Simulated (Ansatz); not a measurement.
Consider Al$_{4}$FeCo$_{3}$.

Input file:

```
crystal:
  lattice:
    - [4.0361281021, 0.0, 0.0]
    - [0.0, 4.0361281021, 0.0]
    - [0.0, 0.0, 5.7113200318]
  atoms:
    - { symbol: Al, position: [0.0, 0.5, 0.7528055529] }
    - { symbol: Al, position: [0.0, 0.5, 0.2471944471] }
    - { symbol: Al, position: [0.5, 0.0, 0.7528055529] }
    - { symbol: Al, position: [0.5, 0.0, 0.2471944471] }
    - { symbol: Fe, position: [0.5, 0.5, 0.0] }
    - { symbol: Co, position: [0.0, 0.0, 0.0] }
    - { symbol: Co, position: [0.0, 0.0, 0.5] }
    - { symbol: Co, position: [0.5, 0.5, 0.5] }
basis:
  ecutwfc: 420
kpoints:
  mp_grid: { grid: [10, 10, 8] }
  band_path:
    path:
      - [[0.0, 0.0, 0.0], [0.0, 0.5, 0.0], [0.5, 0.5, 0.0], [0.0, 0.0, 0.0], [0.0, 0.0, 0.5], [0.0, 0.5, 0.5], [0.5, 0.5, 0.5], [0.0, 0.0, 0.5]]
      - [[0.0, 0.5, 0.0], [0.0, 0.5, 0.5]]
      - [[0.5, 0.5, 0.0], [0.5, 0.5, 0.5]]
    npoints: 14
hamiltonian:
  xc: lda
scf:
  occupations: { method: gaussian, width: 0.1 }
  n_extra_bands: 20
output:
  forces: true
  stress: true
  eigenvalues: true
  populations: true
  dos: { projected: true, de: 0.02, nscf_kmesh: { grid: [12, 12, 10] } }
  bader: true
  write_density: true
  write_potential: true
  elf: true
  volumetric_format: npy
```

Command:

```sh
ansatz run input.yaml --threads 1 --pin off --max-ram 2560MiB --backend cpu --events-out ev --progress --plain --runs-dir out
```

Below, planes, directions and counts refer to the conventional cell (a = 4.04 Å, b = 4.04 Å, c = 5.71 Å, α = 90.00°, β = 90.00°, γ = 90.00°).

Space group P4/mmm; a structure generated by program, which may or may not match a known phase; computed pressure about −11 GPa in this cell; computed without spin polarisation.

Method: DFT LDA, scalar-relativistic, plane waves, PAW in Ansatz.

### What will maps of the valence pseudo-density and electron localisation function show?

Al–Fe (2.46 Å): ρ at the midpoint is about 0.33 e/Å³; the ELF is about 0.40 at the midpoint.
Al–Co (2.48 Å): ρ at the midpoint is about 0.31 e/Å³; the ELF is about 0.40 at the midpoint.
Bader's partition of the density gives Al +1.68, Fe −1.70 and Co −1.75 to −1.61 e.

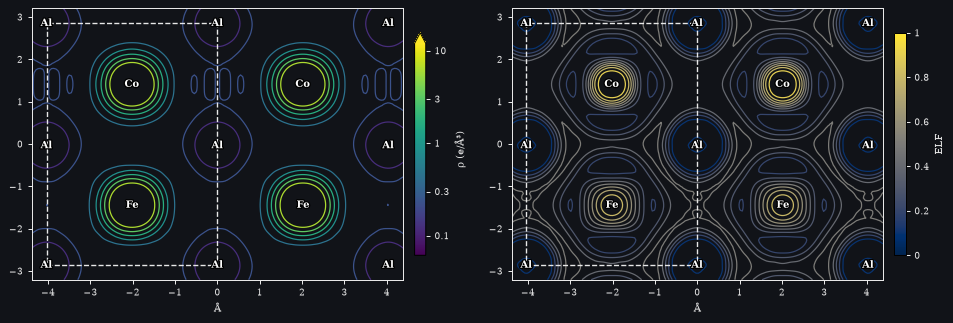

Computed valence pseudo-density and electron localisation function on the (010) plane of the conventional cell, in this order. 

Core electrons are frozen (PAW), and the valence fields are smoothed inside the atomic spheres.
